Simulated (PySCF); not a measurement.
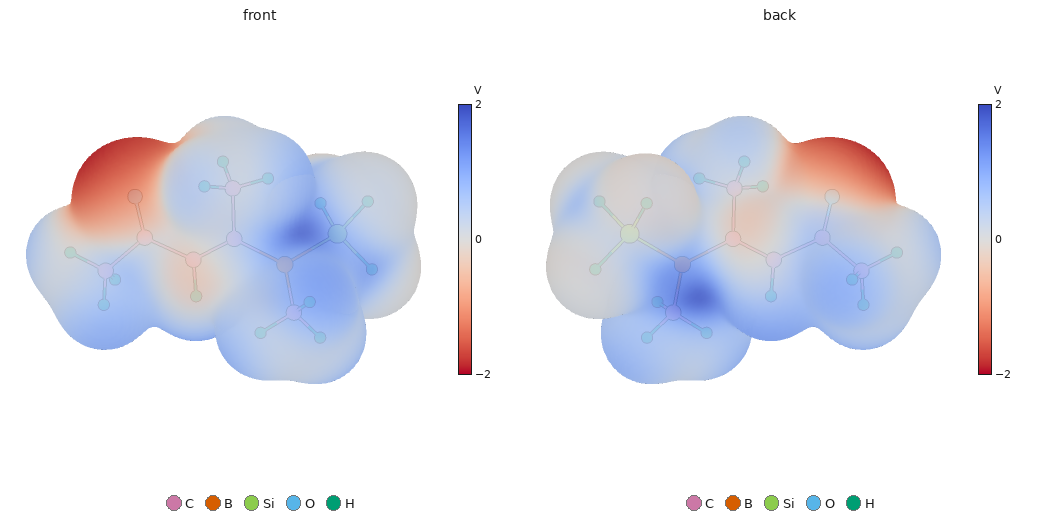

Figure 1: C$_{6}$H$_{13}$BOSi (SMILES CB([SiH3])/C(C)=C/C(C)=O). The electrostatic potential painted on the density surface at 0.002 e/bohr³, seen from the front and from behind; the colour scale runs from red (negative) to blue (positive).

Geometry: GFN2-xTB.

Level of theory: PBE0/pcSseg-1, SCF density, gas phase, non-relativistic (PySCF 2.14.0).

Input file:

```
{"job": {"kind": "nmr", "xc": "PBE0", "basis": "pcSseg-1"}, "charge": 0, "multiplicity": 1}
C     -1.863211    -0.868461    -1.775401
B     -1.486024    -0.153082    -0.425718
Si    -2.819902     0.122174     1.002669
C     -0.056821     0.416383    -0.234097
C      0.070324     1.903334    -0.079059
C      1.023304    -0.391904    -0.141516
C      2.395922     0.037385     0.113531
C      3.404668    -1.093994     0.110803
O      2.734067     1.189047     0.306304
H     -1.007131    -1.283372    -2.305646
H     -2.301164    -0.120383    -2.440484
H     -2.614724    -1.648964    -1.668834
H     -2.257681     0.269453     2.351552
H     -3.811475    -0.960340     1.098029
H     -3.601002     1.348088     0.759766
H     -0.879998     2.403079    -0.256999
H      0.821074     2.288763    -0.766395
H      0.418211     2.144207     0.924843
H      0.884384    -1.459516    -0.255811
H      3.165685    -1.798924     0.904981
H      4.405245    -0.699300     0.266421
H      3.365840    -1.624290    -0.838554
```

Run with:

```sh
OMP_NUM_THREADS=1 python probes_run.py task.json out
```

Q: Where is the surface potential most negative and most positive?

A: The most negative region (about −1.8 V, or −42 kcal/mol for a unit charge) lies over O9, the most positive (about +1.6 V, or +37 kcal/mol for a unit charge) over B2. O9 is the likeliest acceptor of a hydrogen bond.
